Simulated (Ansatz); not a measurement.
A series of calculations on C₂H₃BN

## 1. Relaxation

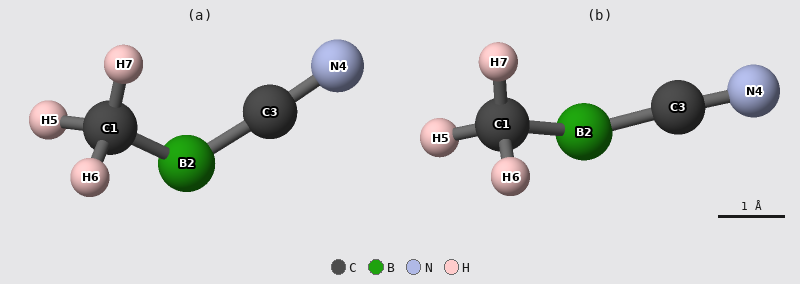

The structure of C2H3BN (multiplicity 2) (coarse preliminary run) before (left) and after (right) a relaxation, at one scale.

Style: ball-and-stick. Shown at a tilt.

Method: UKS PBE-D4/def2-SVP (Ansatz 0.2.0).

Input
```yaml
crystal:
  periodic: [false, false, false]
  atoms:
    - {symbol: C, position_ang: [-0.539300, 0.656900, -0.334200]}
    - {symbol: B, position_ang: [-0.418600, -0.830400, 0.043200]}
    - {symbol: C, position_ang: [0.887400, -1.350800, 0.577300]}
    - {symbol: N, position_ang: [2.000600, -1.736900, 0.999900]}
    - {symbol: H, position_ang: [-0.851600, 0.771300, -1.438000]}
    - {symbol: H, position_ang: [-1.399700, 1.162600, 0.263900]}
    - {symbol: H, position_ang: [0.382400, 1.259400, -0.157900]}
basis:
  gaussian: {orbitals: def2-SVP}
magnetization: {spin_polarized: true, initial_magnetization: 1}
hamiltonian: {xc: pbe, dispersion: d4}
relax: {f_tol: 0.03, max_steps: 250}
```

> What changed between the two?

The optimiser took 12 steps. B2 moves most after the best rigid fit: 0.49 Å. Largest moves by element: B 0.49 Å, N 0.46 Å, H 0.39 Å, C 0.14 Å. Near-neighbour distances that change, for instance: C3–N4 1.252 → 1.187 Å, C1–H5 1.153 → 1.108 Å, C1–H6 1.164 → 1.118 Å, B2–C3 1.504 → 1.488 Å. Bond angles that change, for instance: C1–B2–C3 119.3° → 140.1°, B2–C1–H6 110.6° → 104.8°, B2–C1–H5 110.6° → 115.2°. Groups turn about C1–B2 by about 40°. The run took roughly 18 core-seconds on a shared host.

## 2. Relaxation

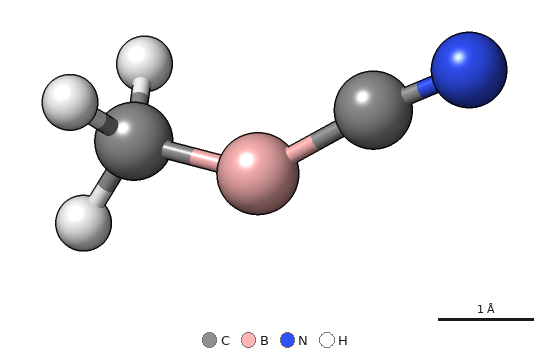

C2H3BN (multiplicity 2), before the relaxation. A ball-and-stick model, seen from a free direction.

Theory: Ansatz 0.2.0, UKS PBE0-D4/def2-TZVP.

The input:
```yaml
crystal:
  periodic: [false, false, false]
  atoms:
    - {symbol: C, position_ang: [-0.552026, 0.732970, -0.437343]}
    - {symbol: B, position_ang: [0.005393, -0.675774, -0.198667]}
    - {symbol: C, position_ang: [1.008339, -1.379393, 0.646672]}
    - {symbol: N, position_ang: [1.777224, -2.042145, 1.261788]}
    - {symbol: H, position_ang: [-1.137672, 0.857549, -1.369170]}
    - {symbol: H, position_ang: [-1.258391, 0.907715, 0.411947]}
    - {symbol: H, position_ang: [0.218333, 1.531177, -0.361028]}
basis:
  gaussian: {orbitals: def2-TZVP}
magnetization: {spin_polarized: true, initial_magnetization: 1}
hamiltonian: {xc: pbe0, dispersion: d4}
relax: {f_tol: 0.005, max_steps: 200}
```

**What does the optimiser find from here?**

Over 7 accepted moves (8 points after the start) the energy falls by 0.052 eV. Largest force component: 1.7 eV/Å at the start, 0.0034 eV/Å at the end. The line search rejected the trial step at point 5 of the run. N4 moves most after the best rigid fit: 0.078 Å. Largest moves by element: N 0.078 Å, B 0.063 Å, H 0.051 Å, C 0.030 Å. Near-neighbour distances that change, for instance: C3–N4 1.187 → 1.161 Å, C1–H5 1.108 → 1.090 Å, C1–H6 1.118 → 1.101 Å, C1–H7 1.112 → 1.096 Å. Bond angles that change, for instance: C1–B2–C3 140.1° → 136.4°. The run took of the order of 30 core-seconds on a shared host.

History of the run:

```
step  E − E(0), eV  largest force component, eV/Å      note
   0        0.0000                         1.6710          
   1       -0.0494                         0.1256          
   2       -0.0514                         0.0554          
   3       -0.0519                         0.0343          
   4       -0.0522                         0.0140          
   5       -0.0522                         0.0470  rejected
   6       -0.0524                         0.0058          
   7       -0.0524                         0.0091          
   8       -0.0524                         0.0034
```

Final geometry:

```xyz
7

C    -0.5518    0.7171   -0.4300
B     0.0081   -0.6927   -0.2589
C     0.9928   -1.3583    0.6325
N     1.7394   -1.9749    1.2738
H    -1.1346    0.8740   -1.3378
H    -1.2214    0.8846    0.4278
H     0.2287    1.4824   -0.3531
```

The end point in the same view:

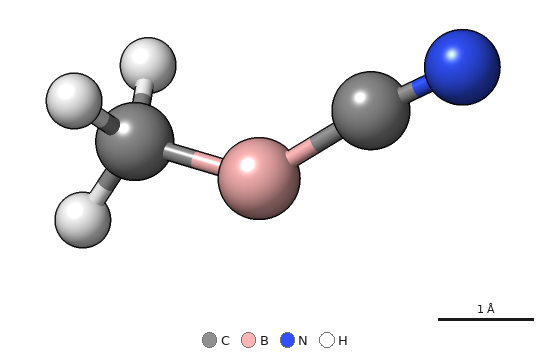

## 3. A change

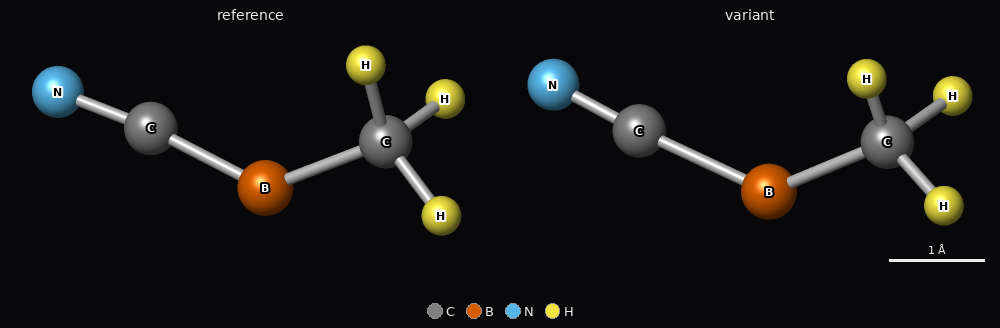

Left: C2H3BN (multiplicity 2). Right: the same structure after one change, at the same scale. The picture is a ball-and-stick view, seen at a tilt.

These are results of UKS wB97M-V/def2-TZVPP (Ansatz 0.2.0), not measurements. 

Question: What distinguishes the right structure from the left one?

Answer: All atoms are moved at random (σ = 0.09 Å) from the PBE0-D4/def2-TZVP minimum.

Question: What does the change do?

Answer: It costs 174.4 kJ/mol. The largest forces, 12 eV/Å, act on C and H. The forces point partly back along the displacements (cosine −0.52). At other levels of theory the same distortion costs 192.8 kJ/mol (UKS PBE-D4/def2-TZVPP), 183.6 kJ/mol (UKS r2SCAN-D4/def2-TZVPP), 180.2 kJ/mol (UKS PBE0-D4/def2-TZVPP), 180.9 kJ/mol (UHF-CCSD(T), frozen core/def2-TZVPP). Near-neighbour distances before and after: C–H 1.096 → 0.889 to 1.194 Å, B–C 1.486 → 1.639 Å, C–N 1.161 → 1.090 Å, B–C 1.526 → 1.568 Å. Bond angles that change, for instance: B–C–H 115.0° → 120.3°, H–C–H 109.8° → 107.2°.

## 4. Distortion

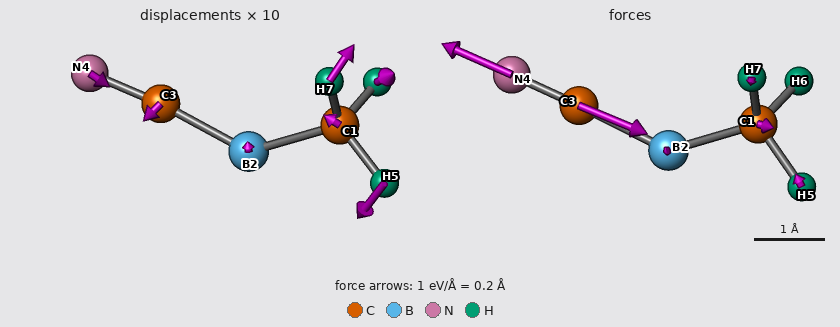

Left: C₂H₃BN (multiplicity 2), with purple arrows for the displacements applied to it. Right: the displaced structure with the computed forces. The picture is a ball-and-stick view, seen at a tilt.

All numbers below come from UKS wB97M-V/def2-TZVPP (Ansatz). 

How do the forces relate to the distortion?

Answer. All atoms are moved at random (σ = 0.04 Å) from the PBE0-D4/def2-TZVP minimum. The energy rises by 0.190 eV. The largest force is 5.8 eV/Å, on N4. The forces point partly back along the displacements (cosine −0.36). At other levels of theory the same distortion costs 0.263 eV (UKS PBE-D4/def2-TZVPP), 0.224 eV (UKS r2SCAN-D4/def2-TZVPP), 0.198 eV (UKS PBE0-D4/def2-TZVPP), 0.261 eV (UHF-CCSD(T), frozen core/def2-TZVPP). Some distances before and after: C3–N4 1.161 → 1.115 Å, C1–H5 1.090 → 1.123 Å, C1–B2 1.526 → 1.506 Å, C1–H7 1.096 → 1.109 Å. Among the angles between lasting bonds that change: H6–C1–H7 105.8° → 101.3°, B2–C1–H5 115.0° → 111.0°.
